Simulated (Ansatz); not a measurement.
The calculation's input:

```
crystal:
  periodic: [false, false, false]
  atoms:
    - { symbol: "N", position_ang: [-0.76122, -0.88886, -0.71053] }
    - { symbol: C, position_ang: [-0.1592, 0.20851, -0.82851] }
    - { symbol: Zn, position_ang: [-0.26241, 1.08757, -2.66344] }
    - { symbol: H, position_ang: [-0.72572, -1.34494, 0.20739] }
    - { symbol: H, position_ang: [0.32614, 0.51697, 0.09561] }
    - { symbol: H, position_ang: [-0.86405, 0.90416, -4.08783] }
basis:
  gaussian: { orbitals: def2-SVP }
hamiltonian:
  xc: revpbe
  dispersion: d4
relax:
  f_tol: 0.015
  max_steps: 40
output:
  orbitals: {}
```

Launched as:

```sh
ansatz run input.yaml --threads 1 --pin off --max-ram 2048MiB --backend cpu --events-out ev --progress --plain --runs-dir out
```

The fields are those of the relaxed geometry.

All numbers below come from RKS revPBE-D4/def2-SVP (Ansatz).

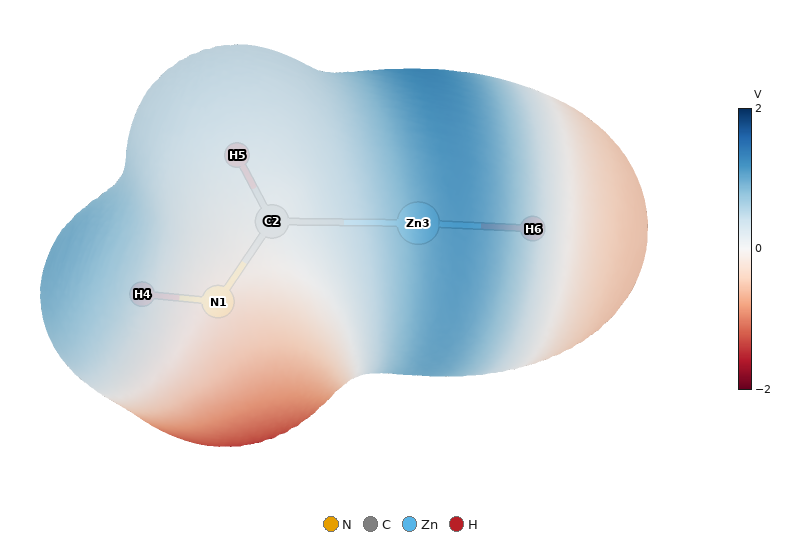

CH3NZn (SMILES N=[CH][ZnH]). The molecular electrostatic potential painted on the density surface at 0.001 e/bohr³, seen at a tilt; the colour scale runs from red (negative) to blue (positive).

Q: Where is the surface potential most negative and most positive?

A: The most negative region (about −1.5 V) lies over N1, the most positive (about +1.2 V) over Zn3. N1 is the likeliest acceptor of a hydrogen bond.
